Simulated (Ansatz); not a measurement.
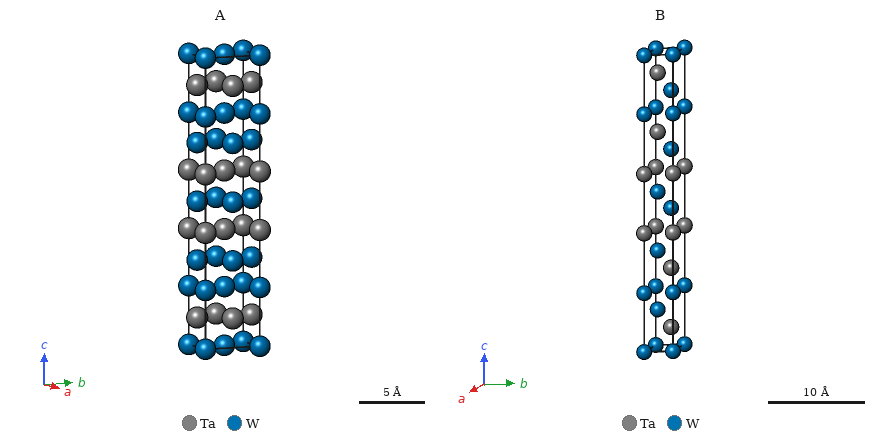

Two structures of Ta2W3, each relaxed to rest (conventional cells in solid outline, small ones repeated, not to one scale). Method: DFT PBE, scalar-relativistic, plane waves, PAW in Ansatz, without spin polarisation.

> Which two forms are compared?

A: 20 atoms a cell on a face-centred orthorhombic lattice, Fmmm. B: 15 atoms a cell on a rhombohedral (trigonal R) lattice, R-3m.

> Which structure wins energetically, and by what margin?

A is lower, by 397 meV/atom at this level of theory (energies at zero smearing). Volumes: A 16.8, B 17.4 Å³/atom.

One or both may be structure types tried for this composition rather than known phases.
